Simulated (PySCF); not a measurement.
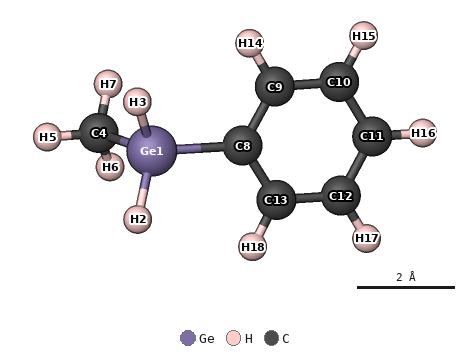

**Figure 1.** The input geometry (ball-and-stick view, seen at a tilt; atoms are numbered from 1 in the order of the input). Sticks mark near contacts. Bond lengths as drawn: C–C 1.39 to 1.40 Å, C–Ge 1.95 Å, C–H 1.09 to 1.10 Å and Ge–H 1.54 Å.

## Run report: C7H10Ge, excited-state calculation

- system: C7H10Ge, SMILES [H][Ge]([H])([CH3])[c]1ccccc1
- method: TDDFT B3LYP/def2-SVPD, vertical, gas phase, core orbitals frozen in the response (PySCF 2.14.0)

The geometry comes from this level: PBE0-D3(BJ)/def2-SVP. It belongs to a series of runs on one base structure; here: one ligand: Cl to Ph.

The program's output
```
coarse grid: 68400 points
cycle   1  E = -2349.2975059188  dE =  2.583e-01  |g| = 6.128e-01  |ddm| = 1.481e+01
cycle   2  E = -2349.2528525525  dE =  4.465e-02  |g| = 7.649e-01  |ddm| = 4.698e+00
cycle   3  E = -2349.3721545471  dE = -1.193e-01  |g| = 4.768e-02  |ddm| = 2.876e+00
cycle   4  E = -2349.3724081258  dE = -2.536e-04  |g| = 3.778e-02  |ddm| = 2.819e-01
cycle   5  E = -2349.3727647480  dE = -3.566e-04  |g| = 1.201e-02  |ddm| = 1.465e-01
cycle   6  E = -2349.3728078671  dE = -4.312e-05  |g| = 2.033e-03  |ddm| = 4.166e-02
cycle   7  E = -2349.3728087384  dE = -8.714e-07  |g| = 3.278e-04  |ddm| = 6.920e-03
final grid: 145216 points
cycle   8  E = -2349.3728158308  dE = -1.011e-07  |g| = 4.485e-04  |ddm| = 2.903e-02
cycle   9  E = -2349.3728157786  dE =  5.223e-08  |g| = 6.525e-04  |ddm| = 2.898e-03
cycle  10  E = -2349.3728158793  dE = -1.007e-07  |g| = 3.421e-05  |ddm| = 1.562e-03
cycle  11  E = -2349.3728158796  dE = -2.919e-10  |g| = 1.221e-05  |ddm| = 2.834e-04
```

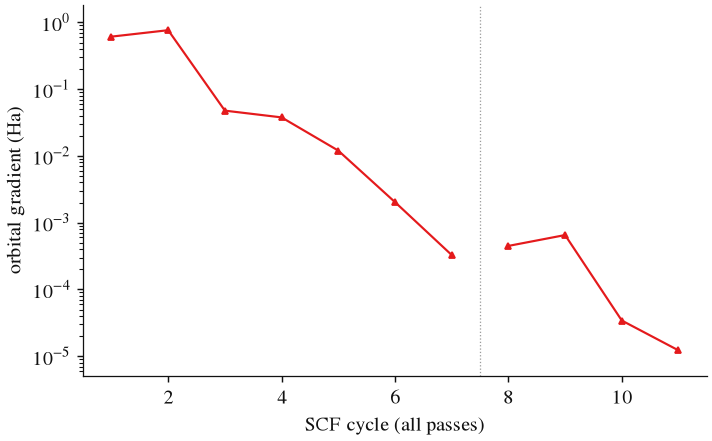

**Figure 2.** Convergence of the self-consistent field: orbital gradient against the SCF cycle. The dotted line marks the change from a coarse to the final integration grid. The first 7 cycles use a coarse grid, the final grid takes over at cycle 8, and the field converges after 11 cycles in all.

```
converged SCF energy = -2349.3728158796

Static polarisability (au): isotropic 113.391, principal 83.669 111.855 144.650

Singlet excitations
state   eV       nm        f      main configurations
  1   5.2825    234.7   0.00027   H-1->L 0.51, H->L+1 0.48
  2   5.8673    211.3   0.08549   H->L 0.71, H-1->L+1 0.28
  3   6.4044    193.6   0.00941   H-2->L 0.97
  4   6.5075    190.5   0.00006   H-2->L+1 0.98
  5   6.5423    189.5   0.17398   H->L+2 0.70, H-1->L+1 0.21
  6   6.5995    187.9   0.10494   H-1->L+2 0.50, H-1->L 0.23, H->L+1 0.21
  7   6.7154    184.6   0.51885   H-1->L+1 0.39, H->L+3 0.20, H->L+2 0.17
  8   6.7569    183.5   0.16437   H-1->L+2 0.37, H->L+1 0.24, H-1->L 0.20
  9   7.0597    175.6   0.05360   H->L+3 0.65, H->L+2 0.10, H->L+4 0.09
 10   7.1491    173.4   0.03022   H-1->L+3 0.75, H-1->L+2 0.11
 11   7.2021    172.2   0.00478   H->L+4 0.83
 12   7.3269    169.2   0.00485   H-1->L+4 0.74, H-4->L 0.11
 13   7.3303    169.1   0.00318   H-4->L 0.71, H-1->L+4 0.12, H-5->L 0.12
 14   7.3919    167.7   0.01117   H->L+5 0.77, H-3->L 0.12
 15   7.4342    166.8   0.11126   H-3->L 0.61, H->L+5 0.15

Triplet excitations (Tamm-Dancoff, eV): 4.0903 4.6607 4.6793 5.0160
```

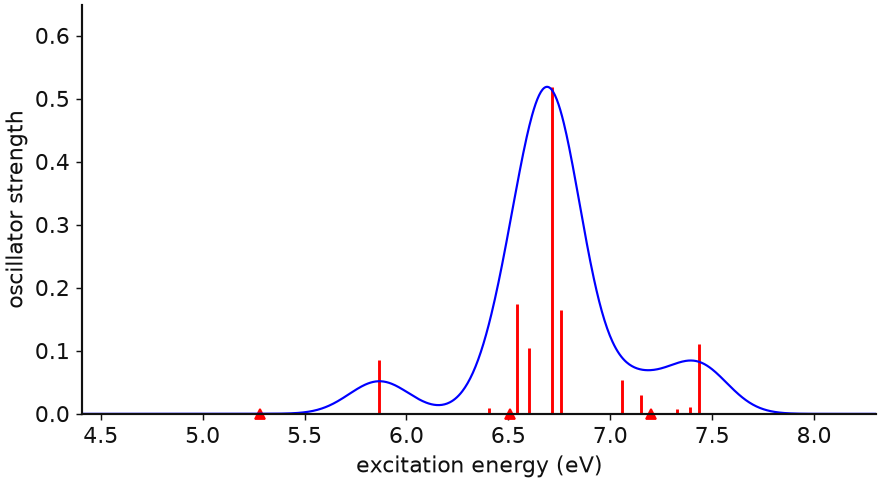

**Figure 3.** Computed excitations as sticks (degenerate states added up, dark ones marked on the axis), with a Gaussian envelope of 0.35 eV full width at half maximum, scaled to the tallest. Of the 15 states the lowest lies at 5.28 eV (f = 0.000); the strongest line is at 6.72 eV, or 185 nm (f = 0.519).

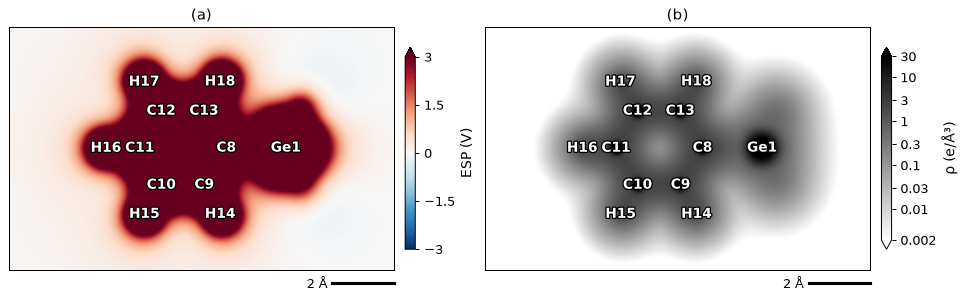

**Figure 4.** (a) molecular electrostatic potential; (b) total electron density on the plane of atoms C10, C9 and H14. The plane passes through Ge, C and H nuclei. C–C (1.39 Å): ρ is about 2.1 e/Å³ halfway. C–Ge (1.95 Å): ρ is about 0.9 e/Å³ halfway. The potential has no marked negative region in this plane.

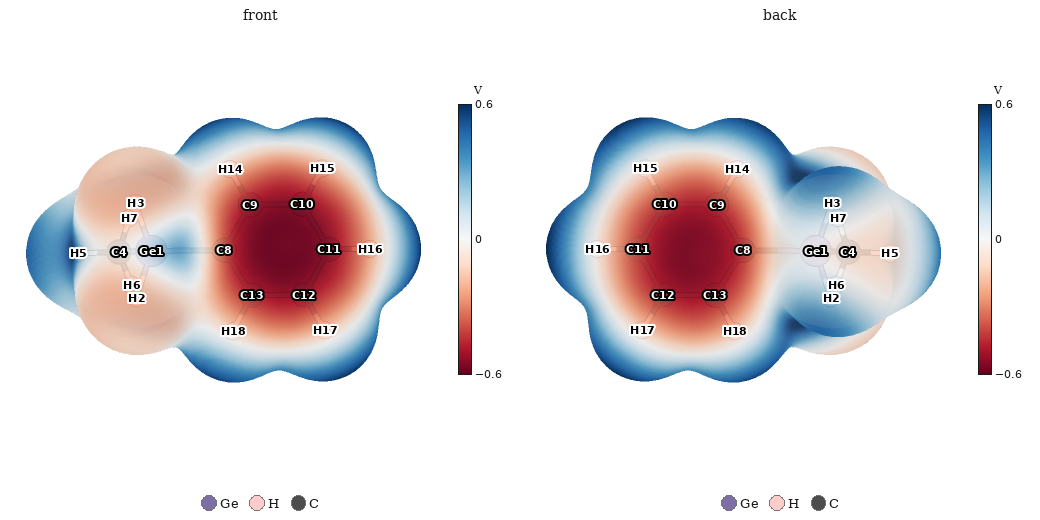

**Figure 5.** The electrostatic potential painted on the density surface at 0.001 e/bohr³, seen face on and from behind; the colour scale runs from red (negative) to blue (positive). A positive charge is drawn to the negative regions and a negative charge to the positive ones. Its dipole moment is 0.68 D.

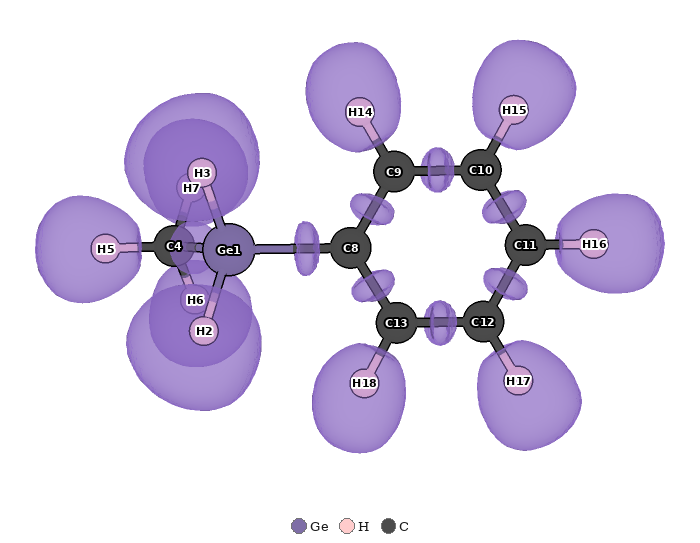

**Figure 6.** Isosurface of the electron localisation function at 0.85 (purple), seen at a tilt. Core shells and regions of very low density are left out. The ELF exceeds this value in six regions between bonded C–C atoms (shared pairs), ten regions around hydrogen nuclei and two lobes of the valence shell of C pointing towards Ge. Values along the shortest contacts: C–Ge (1.95 Å): the ELF peaks at about 0.95 in the valence shell of C, 0.7 Å from its nucleus, and is about 0.70 at the midpoint.

The run was set up as follows.

Input
```
{"job": {"kind": "uv", "xc": "B3LYP", "basis": "def2-SVPD", "ip": false, "nstates": 15}, "charge": 0, "multiplicity": 1}
Ge     1.178274     1.412119     0.814676
H      1.204531     1.411669     2.357747
H      2.624723     1.420573     0.276536
C      0.222651     2.988495     0.166381
H      0.698997     3.912442     0.525018
H     -0.818446     2.967523     0.519868
H      0.215425     2.998740    -0.933201
C      0.290204    -0.212694     0.204376
C      0.590569    -0.765333    -1.048235
C     -0.072982    -1.902441    -1.507255
C     -1.049235    -2.507059    -0.716329
C     -1.357117    -1.971740     0.533561
C     -0.691087    -0.834104     0.988569
H      1.358596    -0.306352    -1.678419
H      0.175237    -2.320664    -2.486061
H     -1.568750    -3.399671    -1.073499
H     -2.118215    -2.444699     1.159365
H     -0.939695    -0.429885     1.974620
```

The first line tells a small driver script what to run in PySCF; the rest is the geometry in Å.

Launch command:
```bash
OMP_NUM_THREADS=1 python <driver script> task.json out
```

Results in brief

| quantity | value |
| --- | --- |
| outcome | converged |
| total energy | −2349.372816 hartree |
| HOMO | −7.05 eV |
| LUMO | −0.73 eV |
| dipole moment | 0.68 D |
| mean polarisability | 113.39 a.u. |
| lowest singlet excitation | 5.28 eV |
| hardware | 1 CPU thread, shared host |
| wall time | 2.7 min |
| peak memory | 1.2 GiB |

Notes

Spin–orbit coupling is left out, which matters for the heavy atoms.
